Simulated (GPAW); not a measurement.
La2O3 (P-3m1) has these O sites:
A. atom 3: 6 La at 2.72 Å (octahedral, site symmetry -3m), then 6 O at 3.14 Å and 6 O at 3.93 Å
B. atom 4: 3 La at 2.36 Å and 1 La at 2.44 Å (distorted tetrahedral, site symmetry 3m), then 3 O at 2.89 Å and 3 O at 3.14 Å

Their O K edges were computed (GPAW, LDA, full core hole (charged cell), 15-atom cell with 6.8 Å between holes, 4×4×4 k points, dipole transitions, Gaussian full width 0.9 eV up to 4 eV, rising linearly to 3.5 eV at 25 eV, without spin-orbit coupling) and are given in random order.

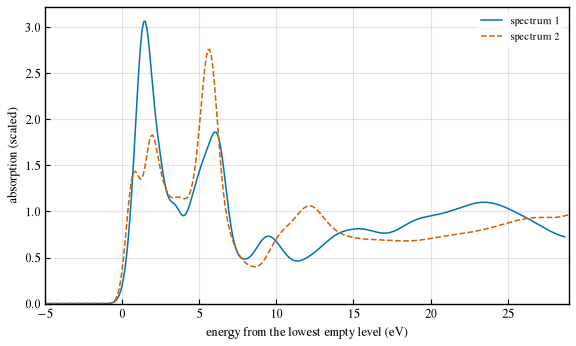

On one photon-energy scale, from the lowest onset; each scaled to a mean of 1 over its first 20 eV.

Which spectrum belongs to which site?

Spectrum 1 is A (onset at +0.00 eV, maxima 1.5 eV (3.07), 6.0 eV (1.86) and 23.5 eV (1.10) above its own zero). Spectrum 2 is B (onset at +0.28 eV, maxima 0.5 eV (1.43), 1.7 eV (1.83) and 5.4 eV (2.76) above its own zero).

[Hosts, paths, dates, database ids (printed as entryN), source tags and the programs' standing remarks are cut or masked in the printed files.]

[Lists of maxima count a maximum above −3 eV only where it reaches 4 % of the highest in the window and stands out from its surroundings by 2 % of it (1.5 % where it reaches 55 %); shoulders and weaker maxima are passed over, and of the rest the first, up to two pre-edge ones and the few strongest are named.]
